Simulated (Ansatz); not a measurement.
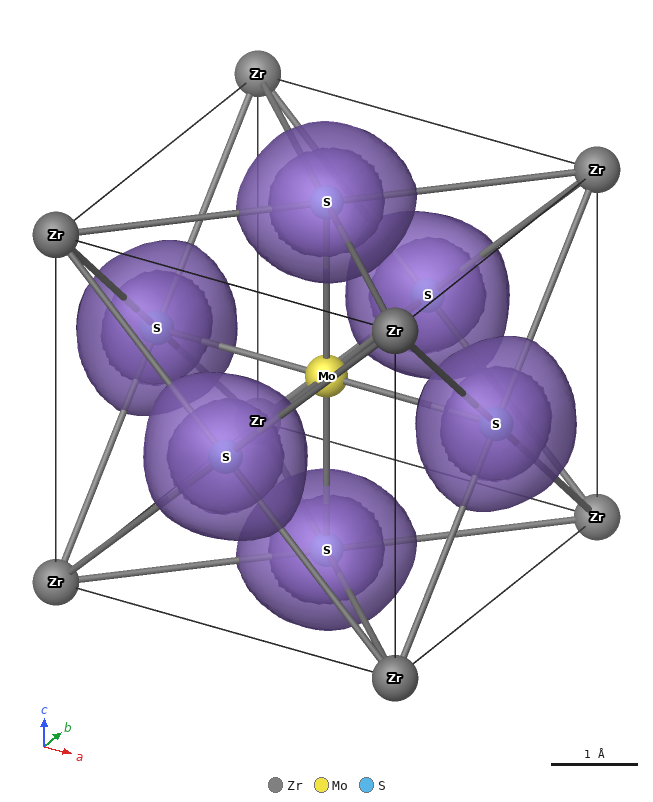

Figure. ZrMoS$_{3}$. Isosurface of the ELF at 0.8 (purple), seen at an oblique angle. Core shells and regions of very low density are left out. Sticks mark near contacts.

Space group Pm-3m; a structure generated by program, which may or may not match a known phase; computed without spin polarisation.

Theory: DFT PBE, scalar-relativistic, plane waves, PAW (Ansatz 0.2.0).

Core electrons are frozen (PAW), and the valence fields are smoothed inside the atomic spheres.

```yaml
crystal:
  lattice:
    - [4.62787, 0.00000, 0.00000]
    - [0.00000, 4.62787, 0.00000]
    - [0.00000, 0.00000, 4.62787]
  atoms:
    - { symbol: Zr, position: [0.00000, 0.00000, 0.00000] }
    - { symbol: Mo, position: [0.50000, 0.50000, 0.50000] }
    - { symbol: S, position: [0.00000, 0.50000, 0.50000] }
    - { symbol: S, position: [0.50000, 0.00000, 0.50000] }
    - { symbol: S, position: [0.50000, 0.50000, 0.00000] }
```

Q: Where are the electrons localised?

A: The surface consists of three regions wrapped around S (the valence shell of each), counted in one cell of 5 atoms. Any copies at cell faces, edges or corners count once. Along the contacts the grid gives the following. Mo–S (2.31 Å): the ELF peaks at about 0.85 in the valence shell of S, 0.8 Å from its nucleus, and is about 0.35 at the midpoint. Zr–S (3.27 Å): the ELF peaks at about 0.85 in the valence shell of S, 0.9 Å from its nucleus, and drops to about 0.10 between the two atoms (no shared electron pair shows on this line).
